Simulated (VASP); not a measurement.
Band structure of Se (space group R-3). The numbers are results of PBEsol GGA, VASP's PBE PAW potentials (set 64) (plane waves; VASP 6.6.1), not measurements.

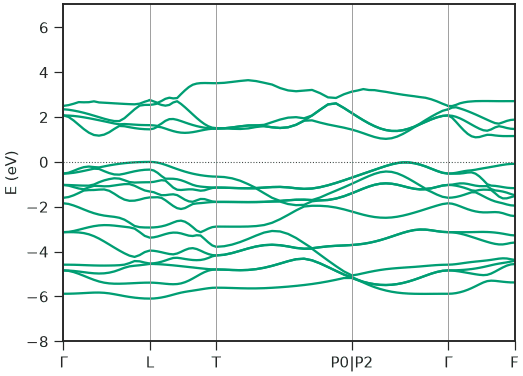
Bands along high-symmetry lines, zero at the valence-band maximum or, without a gap, the Fermi level

### Question
Read the plot: is there a gap, and where are the band edges?

### Answer
The gap is indirect, 1.03 eV, from the valence maximum at L to the conduction minimum at P2-Γ at 0.35. (Edges off the drawn lines would not show.)

The structure comes from a computed database's Se entry (R-3); how it stands against other phases isn't given here. It was relaxed first, which changed the volume by -15 %.
